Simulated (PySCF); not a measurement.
Ge2 (charge +1, quartet)

```yaml
atoms:
  - { symbol: Ge, position_ang: [0.0000, 0.0000, -1.2140] }
  - { symbol: Ge, position_ang: [0.0000, 0.0000, 1.2140] }
```

All numbers below come from PBE0/pcseg-1, non-relativistic, at a bond length of 2.428 Å in PySCF.

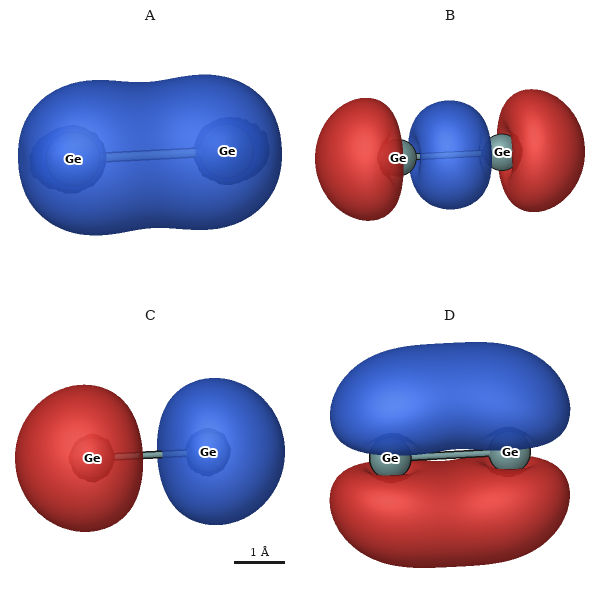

Figure 1. Four frontier β-spin orbitals, each drawn at the value that holds 80 % of its norm (blue and red are the two phases), in no order; of a degenerate pair one member is drawn.

Name the orbitals and rank them from lowest to highest energy.

Answer. Orbital A: σg, occupied in this spin, −20.09 eV; with no node between the nuclei.
Orbital C: σu, occupied in this spin, −16.37 eV; antibonding, with a node between the atoms.
Orbital B: σg, empty in this spin, −9.73 eV; with no node between the nuclei.
Orbital D: πu, empty in this spin, −9.28 eV; with no node between the nuclei, bonding.

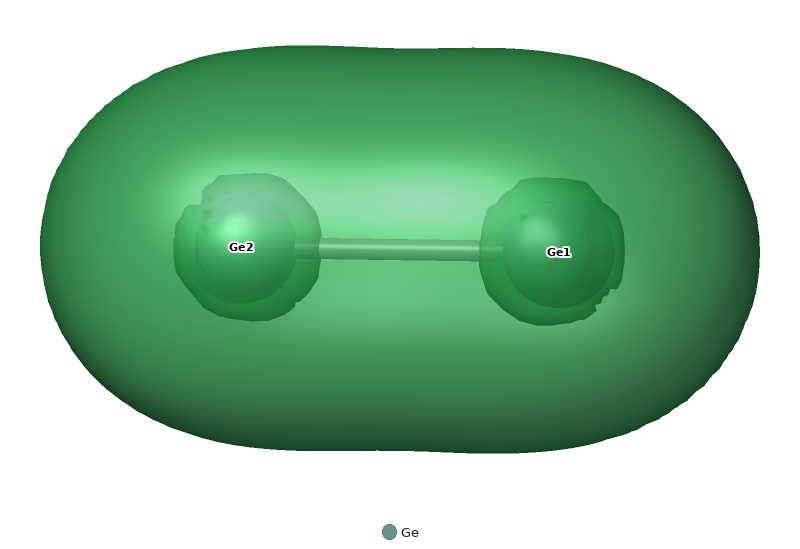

Figure 2. Isosurface of the spin density (α minus β) at +0.03 e/Å³ (green), seen from one side.

Where is the unpaired spin?

Answer. The unpaired spin (3 electrons) lies mostly on Ge1 (about 1.5) and Ge2 (about 1.5), in electrons by Hirshfeld's partition.

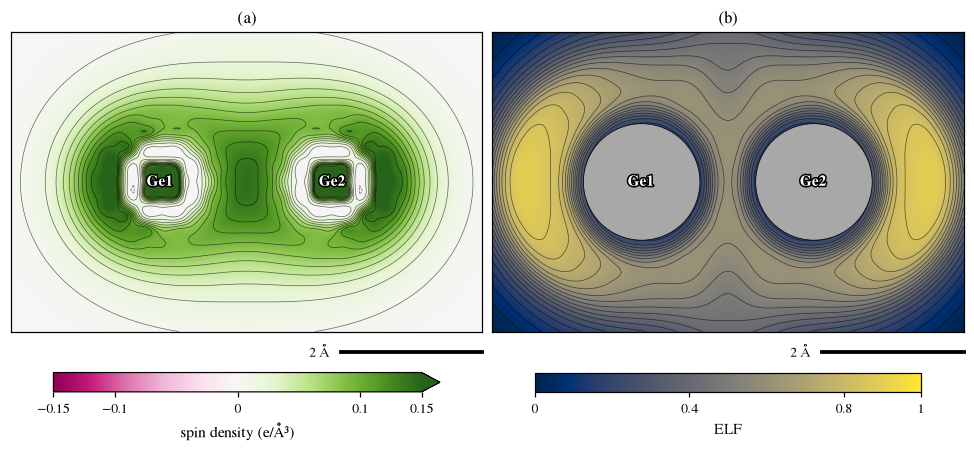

Figure 3. (a) spin density (α minus β); (b) ELF on a plane that holds the molecular axis. Grey discs cover the atomic cores in the ELF map.

What does the map show?

Answer.
- The section cuts through Ge sites.
- Ge–Ge (2.43 Å): the ELF peaks at about 0.60 between the atoms.
